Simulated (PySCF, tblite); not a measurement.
# C₄H₁₀NSSi radical: geometry, infrared bands and EPR parameters

Wanted: the infrared bands and EPR parameters of C₄H₁₀NSSi radical (`CS[Si@@H](N)[C@@H]1[CH]C1`), by calculation.

Programs: tblite 0.8.0 and PySCF 2.14.0, with density-fitted response routines of our own. Each step states its level of theory. These are calculated values for one molecule in the gas phase, unless marked as measured. Atoms are numbered from 0 throughout.

### 1 The starting structure

17 atoms, charge 0, multiplicity 2; geometry from: force field or distance geometry start.

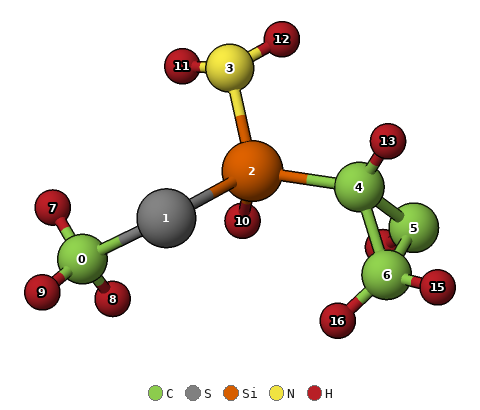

As it starts; carbon green, sulfur grey, silicon orange, nitrogen yellow, hydrogen red, atoms numbered.

### 2 Relaxing the molecule with GFN2-xTB

Job settings and geometry (Å):

```
{"job": {"kind": "relax", "xc": "GFN2-xTB", "basis": "xTB"}, "charge": 0, "multiplicity": 2}
C      2.758600     1.004400     0.453800
S      1.282300     0.417400     1.355800
Si     0.087900    -0.605000    -0.099800
N      0.548600    -2.307500    -0.170700
C     -1.732700    -0.342800     0.219700
C     -2.497500     0.135000    -1.014800
C     -2.237000     1.085700     0.129600
H      3.330500     0.119300     0.131400
H      2.349800     1.525000    -0.442100
H      3.306000     1.667200     1.134500
H      0.388500     0.041300    -1.400500
H      1.410700    -2.398800    -0.749900
H     -0.239600    -2.862500    -0.556500
H     -2.262400    -1.017700     0.893500
H     -1.882600     0.343000    -1.914100
H     -3.164800     1.350700     0.699100
H     -1.453200     1.857300     0.058700
```

Launch:

```bash
OMP_NUM_THREADS=1 python probes_run.py task.json out
```

The driver reads the jobs from task.json and runs them one after another.

**Question.** This job is followed by: GFN2-xTB harmonic vibrations, gas phase; UKS B3LYP, pcH-1 on C H N S Si, non-relativistic, mean-field spin-orbit, GIAO. What will the session give for the following? strongest single infrared mode (GFN2-xTB); zero-point energy (GFN2-xTB); g(iso) (B3LYP); ⟨S²⟩; largest a(iso) (averaged by class); potential on the surface of density 0.002 e/bohr³, 1st and 99th percentile.

As calculated:

| quantity | value |
| --- | --- |
| strongest single infrared mode (GFN2-xTB) | 2176 cm⁻¹, 265 km/mol |
| zero-point energy (GFN2-xTB) | 80.9 kcal/mol |
| g(iso) (B3LYP) | 2.00272 |
| ⟨S²⟩ | 0.753 (exact 0.75) |
| largest a(iso) (averaged by class) | 13C on C5, 296.5 MHz |
| potential on the surface of density 0.002 e/bohr³, 1st and 99th percentile | -1.20 V and 1.70 V |

What this shows: The optimisation took 163 steps and gained 0.691 eV; among the close pairs (by a distance rule), C4–C5 changed most, from 1.529 to 1.453 Å. No mode is imaginary among the 45: a minimum at this level. The strongest single mode, at 2176 cm⁻¹, moves mainly H10. GFN2-xTB is a fitted tight-binding method: band positions and strengths are rough. Its intensities can rank the bands wrongly. Most of the unpaired spin sits on C5 (0.96 e). The isotropic g lies 0.4 ppt above the free-electron value. These values are for one conformer; the search (at its own cheap level) found 2 more, at 0.82, 0.83 kcal/mol, and measured spectra average over such forms.
